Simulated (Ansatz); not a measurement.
## Electronic structure of C2H3Si (SMILES C#C[SiH2-]) (charge −1) in real space

Input

```
crystal:
  periodic: [false, false, false]
  atoms:
    - {symbol: C, position_ang: [-3.682341, -0.392734, -1.511125]}
    - {symbol: C, position_ang: [-2.575366, 0.124963, -1.642609]}
    - {symbol: Si, position_ang: [-0.792009, 0.699745, -1.947652]}
    - {symbol: H, position_ang: [-4.654082, -0.831392, -1.390022]}
    - {symbol: H, position_ang: [-0.584524, 1.306161, -0.544819]}
    - {symbol: H, position_ang: [-1.173916, 2.044737, -2.598704]}
basis:
  gaussian:
    orbitals: def2-TZVPD
total_charge: -1
hamiltonian:
  xc: {name: PBE0}
output: {forces: true, orbitals: {seedname: orbitals}}
```

Command:

```sh
ansatz run input.yaml --threads 1 --pin off --max-ram 2610MiB --events-out events.jsonl --progress --plain --runs-dir runs
```

Geometry: PBE0-D3(BJ)/def2-SVPD.

Level of theory: Ansatz 0.2.0, isolated molecule in a Gaussian basis; Kohn-Sham density functional theory, functional PBE0.

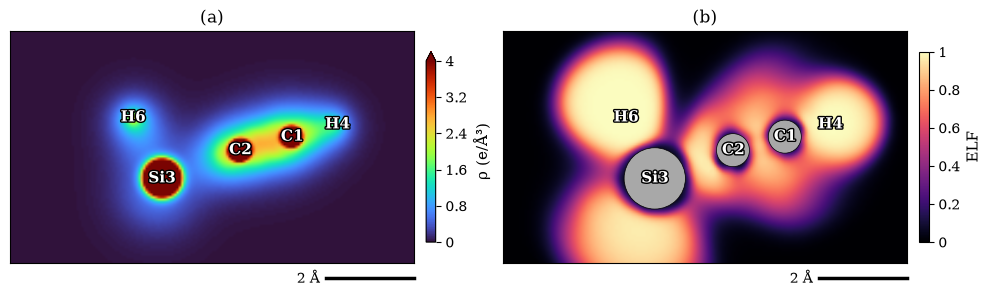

Figure 1. (a) total electron density; (b) ELF on the plane of atoms C2, Si3 and H6. Grey discs cover the atomic cores in the ELF map.

Describe what can be read from this map.

Answer. The plane passes through C, Si and H nuclei.
C–C (1.23 Å): the density is about 2.7 e/Å³ at the midpoint; the ELF peaks at about 0.85 between the atoms; a short, multiple covalent bond.
C–Si (1.90 Å): the density is about 0.83 e/Å³ at the midpoint; the ELF peaks at about 0.95 between the atoms (a covalent bond).
C–H (1.07 Å): ρ at the midpoint is about 2 e/Å³; the ELF climbs to about 1 towards the hydrogen, as it does in any bond to H (a covalent bond by its length).
Si–H (1.54 Å): ρ at the midpoint is about 0.69 e/Å³; the ELF climbs to about 1 towards the hydrogen.
The ELF also peaks beside Si3, away from the bonds: lone-pair regions.

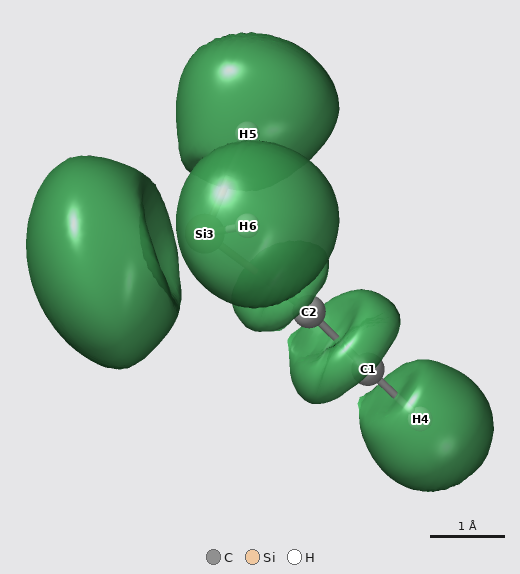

Figure 2. Isosurface of the electron localisation function at 0.8 (green), seen at an oblique angle. Only the valence region is drawn (cores and ρ < 0.01 e/Å³ removed).

Where are the electrons localised?

Answer. At this value the surface marks out one region between bonded C–C atoms (shared pairs), one region between bonded C–Si atoms (shared pairs), three regions around hydrogen nuclei and one lobe on Si, pointing away from the bonds (lone pairs).

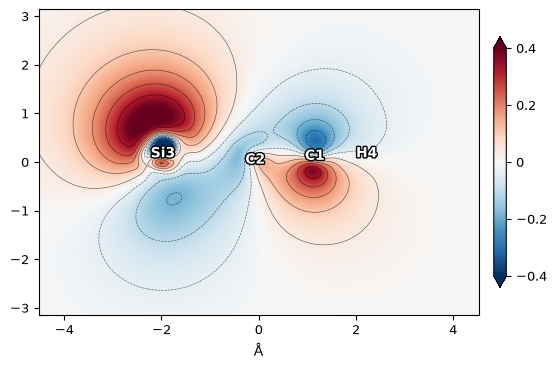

Figure 3. The HOMO on the plane of atoms C1, C2 and Si3 (values in Å⁻³ᐟ²; the overall sign is arbitrary).

Where does this orbital lie, and at what energy?

Answer. It lies mainly on Si3 (about 70 %), C1 (about 10 %), H6 (about 5 %) and H5 (about 5 %). Its energy is −0.22 eV.
